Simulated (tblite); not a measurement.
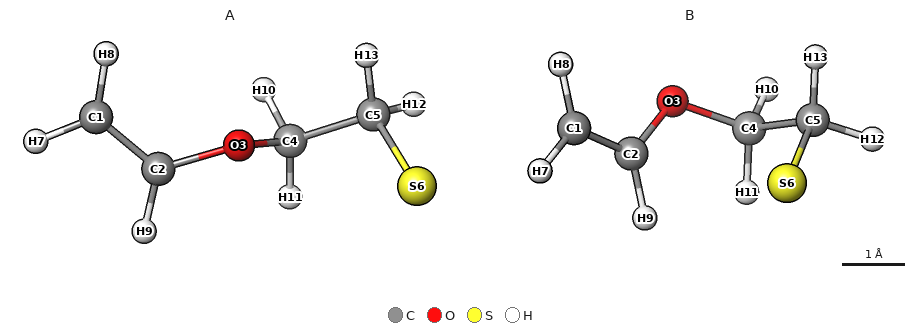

Two geometries of C4H7OS (multiplicity 2), drawn at one scale. One is the start of a relaxation, the other its converged end. A ball-and-stick model, seen at a tilt.

Computed with GFN2-xTB geometry optimisation, gas phase (tblite 0.8.0). 

Q: Which one is relaxed?

A: Structure B is the relaxed one. Over 118 geometry steps the energy falls by 11.2 kcal/mol. The atom that moves furthest after the best rigid fit is S6 (1.54 Å). By element the largest moves are S 1.54 Å, O 1.47 Å, H 1.42 Å, C 0.53 Å. Near-neighbour distances that change, for instance: C4–H10 1.136 → 1.094 Å, C2–O3 1.385 → 1.354 Å, C4–C5 1.507 → 1.535 Å, C5–H13 1.116 → 1.091 Å. Bond angles that change, for instance: C5–C4–H11 115.0° → 109.4°, C2–C1–H7 116.3° → 120.8°, C2–O3–C4 119.3° → 115.4°. Groups turn about O3–C4 by about 100°, C2–O3 by about 95°. The run took 0.67 s on 1 thread of Arm Neoverse V1 (shared host).
